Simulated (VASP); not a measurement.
# TaSb2 with PBEsol: from relaxation to properties

How well does PBEsol reproduce what experiment finds for TaSb2? The cell is relaxed first, and properties follow on it. The steps: full relaxation (PBEsol), second relaxation, density, ELF and potential (PBEsol), band structure (PBEsol), density of states (PBEsol), band structure (PBEsol + SOC) and zone-centre phonons (PBEsol). The start is a computed cell from the Materials Project.

Main program and level: VASP 6.6.1; PBEsol; plane waves and PAW (Ta_pv, Sb), in the first sound run; inputs show where later runs differ.

**Measured values to reproduce.**

For TaSb2, monoclinic (iodine vapour transport grown), “Topological phase transition induced extreme magnetoresistance in TaSb2” (2016, arxiv:1603.01717) gives, by powder XRD: lattice constant a (a, C-centred monoclinic cell) 10.225 ± 0.001 Å; lattice constant b (b, C-centred monoclinic cell) 3.646 ± 0.001 Å; lattice constant c (c, C-centred monoclinic cell) 8.295 ± 0.001 Å.

## Step 1: Set-up

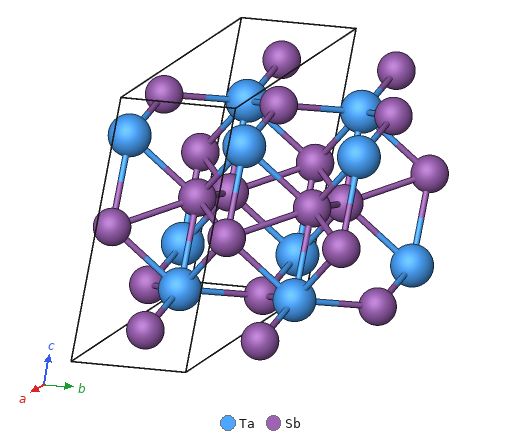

The cell as given, slightly off an axis (tantalum blue, antimony purple). 1×2×1 cells are drawn. This picture shows the conventional cell, with its axes. Some periodic images of atoms are drawn too.

Coordinates:

```cif
data_structure
_symmetry_space_group_name_H-M 'P 1'
_symmetry_Int_Tables_number 1
_cell_length_a 5.4602
_cell_length_b 5.4602
_cell_length_c 8.3580
_cell_angle_alpha 118.553
_cell_angle_beta 118.553
_cell_angle_gamma 39.584
_cell_volume 136.77
loop_
_atom_site_label
_atom_site_type_symbol
_atom_site_fract_x
_atom_site_fract_y
_atom_site_fract_z
_atom_site_occupancy
Ta1 Ta 0.84886 0.84886 0.81101 1
Ta2 Ta 0.15114 0.15114 0.18899 1
Sb3 Sb 0.14828 0.14828 0.53530 1
Sb4 Sb 0.85172 0.85172 0.46470 1
Sb5 Sb 0.40462 0.40462 0.11031 1
Sb6 Sb 0.59538 0.59538 0.88969 1
```

## Step 2: Full relaxation (PBEsol)

Properties are meant for the cell that this level of theory prefers, so cell and atoms are relaxed first (ISIF = 3) until forces and stress are small; EDIFFG sets the threshold. PBEsol restores the gradient expansion of exchange and is tuned for the cells of solids.

Contents of INCAR:

```
SYSTEM = TaSb2
PREC = Accurate
ENCUT = 400
EDIFF = 1E-06
NELM = 100
ISMEAR = 0
SIGMA = 0.05
LREAL = .FALSE.
ALGO = Normal
GGA = PS
NBANDS = 27
LASPH = .TRUE.
LORBIT = 11
LWAVE = .FALSE.
LCHARG = .FALSE.
KPAR = 4
IBRION = 2
NSW = 60
ISIF = 3
EDIFFG = -0.01
```

Contents of POSCAR:

```
TaSb2
1.0
    5.1376696421     -1.8488785780      0.0000000000
    5.1376696421      1.8488785780      0.0000000000
   -4.2456934306      0.0000000000      7.1993285779
Ta Sb
2 4
Direct
    0.8488568800      0.8488568800      0.8110099800
    0.1511431200      0.1511431200      0.1889900200
    0.1482842300      0.1482842300      0.5352999600
    0.8517157800      0.8517157800      0.4647000400
    0.4046172200      0.4046172200      0.1103114100
    0.5953827800      0.5953827800      0.8896885900
```

Contents of KPOINTS:

```
Automatic mesh
0
Gamma
8 8 4
0 0 0
```

Potentials, in the order of the species: Ta_pv and Sb (PBE family, release 64).

Run with:

```
$ mpirun -np 4 vasp_std
```

The log of the run:

```text
[banner, memory and clock lines left out]
running    4 mpi-ranks, on    1 nodes
 distrk:  each k-point on    1 cores,    4 groups
 distr:  one band on    1 cores,    1 groups

 POSCAR found type information on POSCAR TaSb
 POSCAR found :  2 types and       6 ions
|                                                                             |
|               ----> ADVICE to this user running VASP <----                  |
|                                                                             |
|     You enforced a specific xc type in the INCAR file but a different       |
|     [... a line on the potential file left out ...]
|     I HOPE YOU KNOW WHAT YOU ARE DOING!                                     |
|                                                                             |

 LDA part: xc-table for (Slater+PW92), standard interpolation
 POSCAR, INCAR and KPOINTS ok, starting setup
 FFT: planning ... GRIDC
 FFT: planning ... GRID_SOFT
 FFT: planning ... GRID
 WAVECAR not read
 entering main loop
       N       E                     dE             d eps       ncg     rms          rms(c)
DAV:   1     0.260979947809E+03    0.26098E+03   -0.16773E+04  4700   0.112E+03
DAV:   2    -0.296432195386E+02   -0.29062E+03   -0.28546E+03  4951   0.286E+02
DAV:   3    -0.454983169086E+02   -0.15855E+02   -0.15477E+02  5333   0.615E+01
DAV:   4    -0.458526906774E+02   -0.35437E+00   -0.35204E+00  5408   0.919E+00
DAV:   5    -0.458588342971E+02   -0.61436E-02   -0.61345E-02  5481   0.135E+00    0.176E+01
DAV:   6    -0.447489425235E+02    0.11099E+01   -0.52732E+00  5328   0.108E+01    0.775E+00
DAV:   7    -0.445431307259E+02    0.20581E+00   -0.98290E-01  5307   0.395E+00    0.357E+00
DAV:   8    -0.445005543342E+02    0.42576E-01   -0.18436E-01  5303   0.236E+00    0.484E-01
DAV:   9    -0.444994034607E+02    0.11509E-02   -0.13834E-02  5786   0.534E-01    0.223E-01
DAV:  10    -0.444990367548E+02    0.36671E-03   -0.25913E-03  5354   0.276E-01    0.591E-02
DAV:  11    -0.444990401560E+02   -0.34012E-05   -0.27553E-04  5364   0.770E-02    0.204E-02
DAV:  12    -0.444990410111E+02   -0.85514E-06   -0.42039E-05  5350   0.310E-02    0.683E-03
DAV:  13    -0.444990400033E+02    0.10078E-05   -0.23837E-06  3875   0.850E-03    0.199E-03
DAV:  14    -0.444990399028E+02    0.10053E-06   -0.55815E-07  2779   0.404E-03
   1 F= -.44499040E+02 E0= -.44498316E+02  d E =-.444990E+02
 curvature:   0.00 expect dE= 0.000E+00 dE for cont linesearch  0.000E+00
 trial: gam= 0.00000 g(F)=  0.244E-02 g(S)=  0.152E+00 ort = 0.000E+00 (trialstep = 0.100E+01)
 search vector abs. value=  0.154E+00
 bond charge predicted
       N       E                     dE             d eps       ncg     rms          rms(c)
DAV:   1    -0.450673950376E+02   -0.56836E+00   -0.18829E+01  4332   0.337E+01    0.617E+00
DAV:   2    -0.445823888700E+02    0.48501E+00   -0.14961E+00  4368   0.809E+00    0.201E+00
DAV:   3    -0.444887908740E+02    0.93598E-01   -0.16733E-01  5162   0.253E+00    0.708E-01
DAV:   4    -0.444714442365E+02    0.17347E-01   -0.43988E-02  4832   0.119E+00    0.347E-01
DAV:   5    -0.444710082988E+02    0.43594E-03   -0.30096E-03  5402   0.315E-01    0.222E-01
DAV:   6    -0.444709369083E+02    0.71390E-04   -0.14469E-03  5220   0.181E-01    0.611E-02
DAV:   7    -0.444709287734E+02    0.81349E-05   -0.27460E-04  5439   0.689E-02    0.122E-02
DAV:   8    -0.444709223994E+02    0.63740E-05   -0.29666E-05  5347   0.258E-02    0.558E-03
DAV:   9    -0.444709214728E+02    0.92660E-06   -0.17988E-06  3108   0.685E-03
   2 F= -.44470921E+02 E0= -.44470339E+02  d E =0.281184E-01
[... from here on, the cycles between the ionic steps are left out ...]
   3 F= -.44533075E+02 E0= -.44532385E+02  d E =-.340354E-01
   4 F= -.44539066E+02 E0= -.44538527E+02  d E =-.599086E-02
   5 F= -.44540523E+02 E0= -.44540108E+02  d E =-.744762E-02
   6 F= -.44541296E+02 E0= -.44540897E+02  d E =-.773470E-03
   7 F= -.44541298E+02 E0= -.44540897E+02  d E =-.774610E-03
   8 F= -.44541491E+02 E0= -.44541087E+02  d E =-.193755E-03
   9 F= -.44541502E+02 E0= -.44541094E+02  d E =-.204594E-03
  10 F= -.44541505E+02 E0= -.44541098E+02  d E =-.207015E-03
  11 F= -.44541530E+02 E0= -.44541111E+02  d E =-.252716E-04
 trial-energy change:   -0.000025  1 .order   -0.000028   -0.000127    0.000072
 step:   0.7039(harm=  0.7039)  dis= 0.00073  next Energy=   -44.541545 (dE=-0.407E-04)
 bond charge predicted
       N       E                     dE             d eps       ncg     rms          rms(c)
DAV:   1    -0.445415641214E+02   -0.34465E-04   -0.26136E-03  4224   0.368E-01    0.421E-02
DAV:   2    -0.445415517942E+02    0.12327E-04   -0.19208E-04  4533   0.970E-02    0.154E-02
DAV:   3    -0.445415464516E+02    0.53426E-05   -0.13019E-05  5569   0.229E-02    0.526E-03
DAV:   4    -0.445415452834E+02    0.11682E-05   -0.18009E-06  2938   0.758E-03    0.227E-03
DAV:   5    -0.445415450389E+02    0.24453E-06   -0.31683E-07  2253   0.342E-03
  12 F= -.44541545E+02 E0= -.44541130E+02  d E =-.405155E-04
 curvature:  -0.53 expect dE=-0.209E-04 dE for cont linesearch -0.166E-06
 trial: gam= 0.37488 g(F)=  0.146E-04 g(S)=  0.249E-04 ort =-0.739E-05 (trialstep = 0.102E+01)
 search vector abs. value=  0.584E-04
 reached required accuracy - stopping structural energy minimisation
```

The job ended after 4.4 min (4 MPI ranks of AMD EPYC 9R45, shared host; peak memory 1.5 GiB).

The logs omit lines about the potential files and the build; timing stands in the text.

From OUTCAR (step 2):

```text
ion  position               nearest neighbor table
   1  0.849  0.849  0.811-   3 2.86   3 2.86   4 2.91   5 2.92   5 2.92   6 2.93   6 2.93   6 2.99
                             2 3.11
   2  0.151  0.151  0.189-   4 2.86   4 2.86   3 2.91   6 2.92   6 2.92   5 2.93   5 2.93   5 2.99
                             1 3.11
   3  0.148  0.148  0.535-   4 2.79   1 2.86   1 2.86   2 2.91   4 3.06   4 3.06   5 3.64   5 3.64
                             6 3.76   6 3.76
   4  0.852  0.852  0.465-   3 2.79   2 2.86   2 2.86   1 2.91   3 3.06   3 3.06   6 3.64   6 3.64
                             5 3.76   5 3.76
   5  0.405  0.405  0.110-   1 2.92   1 2.92   2 2.93   2 2.93   2 2.99   6 3.30   6 3.31   6 3.31
                             3 3.64   3 3.64   4 3.76   4 3.76
   6  0.595  0.595  0.890-   2 2.92   2 2.92   1 2.93   1 2.93   1 2.99   5 3.30   5 3.31   5 3.31
                             4 3.64   4 3.64   3 3.76   3 3.76

  LATTYP: Found a base centered monoclinic cell.
 ALAT       =    10.2753392842
 B/A-ratio  =     0.3598671590
 C/A-ratio  =     0.8134042678
 COS(beta)  =    -0.5079792987

 Subroutine GETGRP returns: Found  4 space group operations
 (whereof  4 operations were pure point group operations)

The static configuration has the point symmetry C_2h.

 Found     78 irreducible k-points:

   k-points           NKPTS =     78   k-points in BZ     NKDIM =     78   number of bands    NBANDS=     27

   dimension x,y,z NGX =    36 NGY =   36 NGZ =   56
   dimension x,y,z NGXF=    72 NGYF=   72 NGZF=  112

   ENCUT  =  400.0 eV  29.40 Ry    5.42 a.u.   8.90  8.90 13.63*2*pi/ulx,y,z

   NELECT =      42.0000    total number of electrons

 k-points in reciprocal lattice and weights: Automatic mesh
   0.00000000  0.00000000  0.00000000       0.004
   0.12500000  0.00000000  0.00000000       0.016
   0.25000000  0.00000000  0.00000000       0.016
   0.37500000  0.00000000  0.00000000       0.016
   0.50000000  0.00000000  0.00000000       0.008
   0.12500000  0.12500000  0.00000000       0.008
   0.25000000  0.12500000  0.00000000       0.016
   0.37500000  0.12500000  0.00000000       0.016
   0.50000000  0.12500000  0.00000000       0.016
[...]
-0.37500000  0.37500000  0.50000000       0.008
   0.50000000  0.50000000  0.50000000       0.004

 average (electrostatic) potential at core
       1 -34.1455       2 -34.1455       3 -83.8264       4 -83.8264       5 -83.6506
       6 -83.6506

 E-fermi :   8.5414

 k-point     1 :       0.0000    0.0000    0.0000
  band No.  band energies     occupation
    ...
     17       6.8356      2.00000
     18       6.9611      2.00000
     19       7.5666      2.00000
     20       7.6941      2.00000
     21       8.0342      2.00000
     22       9.2213      0.00000
     23      10.0210      0.00000
     24      10.8068      0.00000
     25      10.8661      0.00000
     26      11.3549      0.00000
    ...

 k-point     2 :       0.1250    0.0000    0.0000
  band No.  band energies     occupation
    ...
     17       6.6866      2.00000
     18       6.8919      2.00000
     19       7.0867      2.00000
     20       7.4326      2.00000
     21       8.0007      2.00000
     22       9.4784      0.00000
     23      10.0480      0.00000
     24      10.4574      0.00000
     25      10.6312      0.00000
     26      11.0281      0.00000
    ...

 k-point     3 :       0.2500    0.0000    0.0000
  band No.  band energies     occupation
    ...
     17       6.2170      2.00000
     18       6.4462      2.00000
     19       6.9582      2.00000
     20       7.2686      2.00000
     21       7.6958      2.00000
     22       9.4055      0.00000
     23       9.7950      0.00000
     24      10.2947      0.00000
     25      10.8193      0.00000
     26      10.9585      0.00000
    ...

  Total        0.0211319      0.0161187      0.0472627      0.0000000      0.0000000      0.0089004
  in kB        0.2548736      0.1944094      0.5700392      0.0000000      0.0000000      0.1073486
  external PRESSURE =       0.3397740 kB  Pullay stress =       0.0000000 kB

  energy-cutoff  :      400.00
  volume of cell :      132.84
      direct lattice vectors                 reciprocal lattice vectors
     5.117157495 -1.818364288  0.009518528     0.097603162 -0.274972404  0.057702904
     5.117157495  1.818364288  0.009518528     0.097603162  0.274972404  0.057702904
    -4.215422701  0.000000000  7.130292584    -0.000260589  0.000000000  0.140092639

 POSITION                                       TOTAL-FORCE (eV/Angst)
 -----------------------------------------------------------------------------------
      5.27372      0.00000      5.80513        -0.006370      0.000000      0.007324
      0.74517      0.00000      1.34420         0.006370      0.000000     -0.007324
     -0.73802      0.00000      3.81450        -0.003902      0.000000      0.003074
      6.75692      0.00000      3.33483         0.003902      0.000000     -0.003074
      3.66465      0.00000      0.81858         0.005229      0.000000      0.002150
      2.35424      0.00000      6.33075        -0.005229      0.000000     -0.002150
 -----------------------------------------------------------------------------------
    total drift:                               -0.000014      0.000000      0.000000

  FREE ENERGIE OF THE ION-ELECTRON SYSTEM (eV)
  ---------------------------------------------------
  free  energy   TOTEN  =       -44.5415450389 eV

  energy  without entropy=      -44.5407158093  energy(sigma->0) =      -44.54113042

 reached required accuracy - stopping structural energy minimisation

 total charge
# of ion       s       p       d       tot
------------------------------------------
    1        0.282   6.135   2.405   8.821
    2        0.282   6.135   2.405   8.821
    3        1.143   1.299   0.062   2.504
    4        1.143   1.299   0.062   2.504
    5        1.128   1.304   0.056   2.489
    6        1.128   1.304   0.056   2.489
--------------------------------------------------
tot          5.105  17.476   5.047  27.628

[... 3 further parts left out ...]
```

CONTCAR:

```
TaSb2
   1.00000000000000
     5.1171574945082750   -1.8183642879180102    0.0095185282672717
     5.1171574945082750    1.8183642879180102    0.0095185282672717
    -4.2154227014579151    0.0000000000000000    7.1302925838484903
  Ta              Sb
     2     4
Direct
     0.8497042829169007    0.8497042829169007    0.8118814230834216
     0.1502957170830994    0.1502957170830994    0.1881185769165782
     0.1480743743730148    0.1480743743730148    0.5345757291223308
     0.8519256356269860    0.8519256356269860    0.4654242708776694
     0.4049162392866362    0.4049162392866362    0.1137224560533127
     0.5950837607133638    0.5950837607133638    0.8862775439466875
```

The PAW data sets were made with PBE, which is usual practice but a small mismatch for other functionals. The run keeps the 4 symmetry operations of its start, so it cannot find a distortion of lower symmetry.

Relaxation path:

```tsv
step	energy less that of the first step (eV)	largest force (eV/Å)	pressure (GPa)	volume (Å³)
1	0.0000	0.1065	-2.90	136.77
2	0.0281	0.4523	4.65	128.77
3	-0.0340	0.2217	0.08	133.28
4	-0.0400	0.1317	0.02	133.10
5	-0.0415	0.0629	-0.03	132.95
6	-0.0423	0.0250	0.03	132.84
7	-0.0423	0.0237	0.03	132.84
8	-0.0425	0.0160	-0.03	132.91
9	-0.0425	0.0189	-0.06	132.94
10	-0.0425	0.0184	-0.06	132.93
11	-0.0425	0.0065	0.07	132.79
12	-0.0425	0.0097	0.03	132.84
```

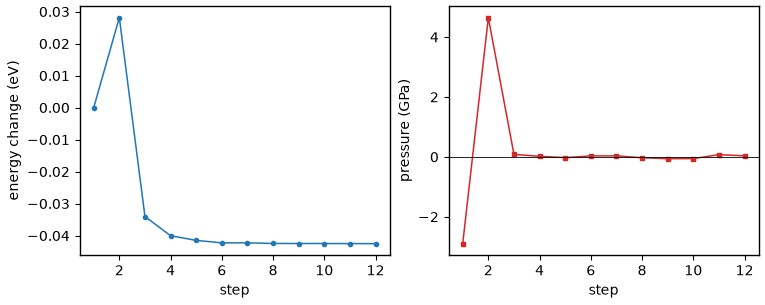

Energy and pressure along the relaxation.

```tsv
cell as run	before	after	change
a (Å)	5.460	5.431	-0.5 %
b (Å)	5.460	5.431	-0.5 %
c (Å)	8.358	8.283	-0.9 %
γ (°)	39.58	39.12	-1.2 %
volume (Å³/atom)	22.80	22.14	-2.9 %
```

The atoms that moved most (Å, as changes of fractional coordinates times the final cell):

```tsv
atom	dx	dy	dz	length
Sb5	-0.011	0.000	0.024	0.027
Sb6	0.011	0.000	-0.024	0.027
Ta2	-0.005	0.000	-0.006	0.008
Ta1	0.005	0.000	0.006	0.008
Sb3	0.001	0.000	-0.005	0.005
Sb4	-0.001	0.000	0.005	0.005
```

Final coordinates:

```xyz
6
Lattice="5.1172 -1.8184 0.0095 5.1172 1.8184 0.0095 -4.2154 0.0000 7.1303" Properties=species:S:1:pos:R:3 pbc="T T T"
Ta    5.2737    0.0000    5.8051
Ta    0.7452    0.0000    1.3442
Sb   -0.7380    0.0000    3.8145
Sb    6.7569    0.0000    3.3348
Sb    3.6647    0.0000    0.8186
Sb    2.3542    0.0000    6.3307
```

Numbers from this step:

```
electrons                       : 42
bands                           : 27
irreducible k-points            : 78
symmetry operations             : 4
free energy (TOTEN)             : -44.54 eV
energy at zero smearing         : -44.54 eV
Fermi energy                    : 8.541 eV
pressure                        : 0.03398 GPa
metallic                        : yes
SCF cycles over all ionic steps : 73
```

It ends with a largest force of 0.010 eV/Å and a pressure of 0.03 GPa.

[end of part 1 of 6]

[Lines on the potential files, build, host, timing and source positions are cut from VASP's logs without a mark.]

[Logs are printed without paths, hosts, clocks, repeated set-up lines and the standing remarks that a program may print on its own settings, such as how far it seeks lower states.]

[Hosts, paths, dates, database ids (printed as entryN), source tags and the programs' standing remarks are cut or masked in the printed files.]

[A measured line is paired with the nearest computed mode of its activity, which favours agreement.]
